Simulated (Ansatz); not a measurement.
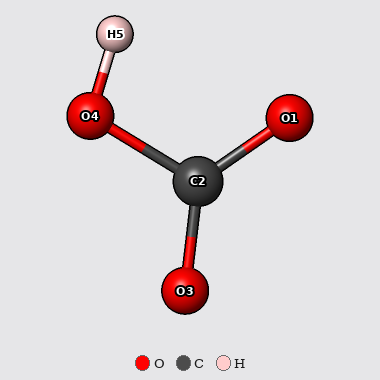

The system is CHO₃, SMILES O=C([O-])O, charge −1; the picture shows the reference structure. The first coordinate is: bond length C2–O4; the second: dihedral O1–C2–O4–H5. Nothing is relaxed (all other coordinates rigid). The grid has 15 × 15 points; 120 points were computed and 105 follow by symmetry. Points are written as (first, second). Energies: kJ/mol, counted from the lowest grid point. Theory: RHF/def2-TZVPD (Ansatz).

Its coordinates:

```tsv
atom	x (Å)	y (Å)	z (Å)
O	0.1648	-1.1154	-0.6519
C	0.1955	-0.2978	0.2663
O	0.6159	-0.3811	1.4032
O	-0.3498	0.9424	-0.0611
H	-0.6264	0.8520	-0.9565
```

Range: bond length C2–O4 from 1.171 to 1.812 Å; dihedral O1–C2–O4–H5 from −180 to 156°.

> What will the energy surface look like?

The lowest grid point is at (1.400 Å, −180°). There is a further well near (1.400 Å, −12°) (0.7 kJ/mol above the lowest at that grid point). The highest grid point, (1.171 Å, −84°), lies 210 kJ/mol above the lowest. On the interpolated surface the easiest way out of the lowest well to a well of about the same depth near (1.400 Å, −12°) passes a barrier of about 44 kJ/mol. Round the minimum the two coordinates are nearly uncoupled.

| dihedral O1–C2–O4–H5 ↓, bond length C2–O4 → | 1.171 | 1.217 | 1.262 | 1.308 | 1.354 | 1.400 | 1.446 | 1.491 | 1.537 | 1.583 | 1.629 | 1.675 | 1.720 | 1.766 | 1.812 |
| --- | --- | --- | --- | --- | --- | --- | --- | --- | --- | --- | --- | --- | --- | --- | --- |
| 156 | 144 | 86 | 48 | 24 | 11 | 7 | 10 | 18 | 29 | 43 | 58 | 75 | 91 | 108 | 126 |
| 132 | 175 | 113 | 72 | 45 | 31 | 25 | 26 | 32 | 42 | 54 | 69 | 84 | 100 | 116 | 132 |
| 108 | 204 | 139 | 95 | 65 | 48 | 41 | 40 | 45 | 53 | 64 | 78 | 92 | 107 | 123 | 138 |
| 84 | 210 | 144 | 100 | 70 | 52 | 44 | 43 | 47 | 56 | 67 | 80 | 94 | 109 | 124 | 140 |
| 60 | 190 | 127 | 84 | 56 | 40 | 33 | 33 | 39 | 48 | 59 | 73 | 88 | 103 | 119 | 135 |
| 36 | 157 | 97 | 58 | 33 | 19 | 15 | 17 | 24 | 34 | 47 | 62 | 78 | 95 | 111 | 128 |
| 12 | 133 | 75 | 38 | 15 | 4 | 1 | 4 | 12 | 24 | 38 | 54 | 71 | 88 | 105 | 123 |
| −12 | 133 | 75 | 38 | 15 | 4 | 1 | 4 | 12 | 24 | 38 | 54 | 71 | 88 | 105 | 123 |
| −36 | 157 | 97 | 58 | 33 | 19 | 15 | 17 | 24 | 34 | 47 | 62 | 78 | 95 | 111 | 128 |
| −60 | 190 | 127 | 84 | 56 | 40 | 33 | 33 | 39 | 48 | 59 | 73 | 88 | 103 | 119 | 135 |
| −84 | 210 | 144 | 100 | 70 | 52 | 44 | 43 | 47 | 56 | 67 | 80 | 94 | 109 | 124 | 140 |
| −108 | 204 | 139 | 95 | 65 | 48 | 41 | 40 | 45 | 53 | 64 | 78 | 92 | 107 | 123 | 138 |
| −132 | 175 | 113 | 72 | 45 | 31 | 25 | 26 | 32 | 42 | 54 | 69 | 84 | 100 | 116 | 132 |
| −156 | 144 | 86 | 48 | 24 | 11 | 7 | 10 | 18 | 29 | 43 | 58 | 75 | 91 | 108 | 126 |
| −180 | 131 | 74 | 37 | 14 | 3 | 0 | 4 | 12 | 24 | 38 | 54 | 71 | 88 | 105 | 123 |

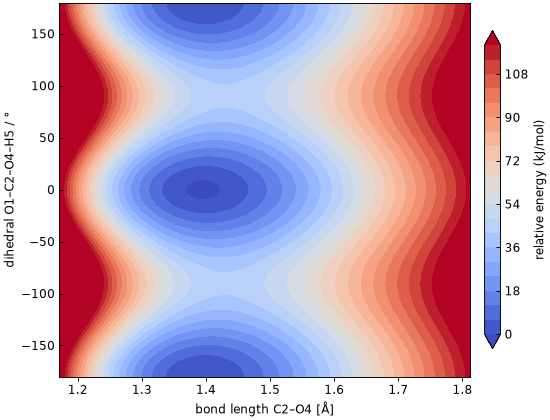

Drawn: filled contours, one colour for all values above the top of the scale. Between grid points the surface is interpolated.

The whole map (120 points run) took 5.4 min on 1 thread of Arm Neoverse V1, on a shared host.
